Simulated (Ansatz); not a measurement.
The structure below was relaxed with DFT with r2SCAN, PAW potentials and a 500 eV plane-wave cutoff in Ansatz (a quantum-chemistry and plane-wave program), spin-orbit coupling left out.

```
CELL_PARAMETERS angstrom
      0.00000     3.37197     3.37197
      3.37197     0.00000     3.37197
      3.37197     3.37197     0.00000
ATOMIC_POSITIONS crystal
  K  0.00000 0.00000 0.00000
```

Q: Find the space group and the Wyckoff positions.

A: Space group Fm-3m (No. 225); a = 6.7439 Å, b = 6.7439 Å, c = 6.7439 Å, α = 90.00°, β = 90.00°, γ = 90.00°

```csv
atom,site,symmetry,x,y,z
K,4a,m-3m,0.0000,0.0000,0.0000
```

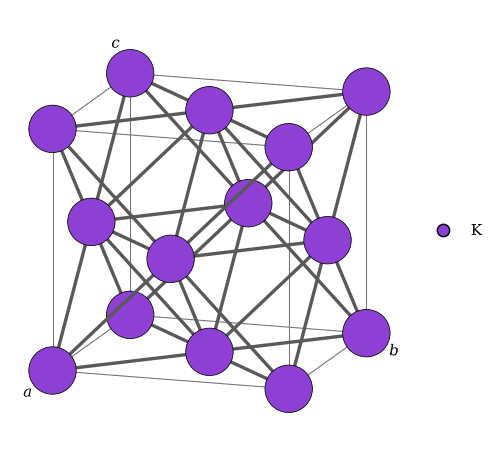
Figure. The conventional cell

Whether these cells are dynamically stable was not tested. The cell was made from Ca by this change: Ca → K; the result is a model cell, its experimental status unchecked. This is not the structure that K has at room temperature and ambient pressure.
